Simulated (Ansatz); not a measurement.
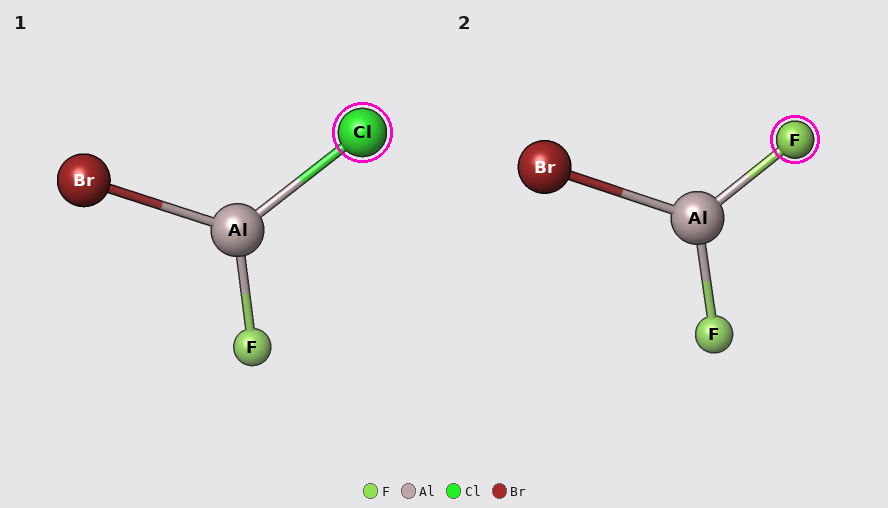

2 molecules with one skeleton, seen from the same side and at one scale; the atom that differs is circled. Charge 0, singlet. Computed geometries: PBE0-D4/def2-TZVP optimisations, one conformation each. Properties computed with Ansatz 0.2.0.

One atom differs, called X below: Cl in panel 1, F in panel 2. Their formulas are AlBrClF (`[F][Al]([Cl])[Br]`), AlBrF2 (`[F][Al]([F])[Br]`).

**In which is the dipole moment larger (r2SCAN-D4/def2-TZVPP)?**

In panel 2 (X = F).

**In which is the length of X–Al larger (PBE0-D4/def2-TZVP)?**

In panel 1 (X = Cl).

Give the values. With PBE0-D4/def2-TZVP: length of X–Al (Å), angle X–Al–Br (°). With revPBE-D4/def2-TZVPP: HOMO energy (Kohn–Sham orbital) (eV), HOMO–LUMO gap (eV). With r2SCAN-D4/def2-TZVPP: dipole moment (D).

```
                            quantity  1 (Cl)  2 (F)   2 − 1
                  length of X–Al (Å)   2.066  1.631  −0.435
                   angle X–Al–Br (°)   121.8  120.6    −1.2
HOMO energy (Kohn–Sham orbital) (eV)   −7.71  −7.84   −0.13
                  HOMO–LUMO gap (eV)    5.62   5.67   +0.05
                   dipole moment (D)    0.52   0.60   +0.08
```
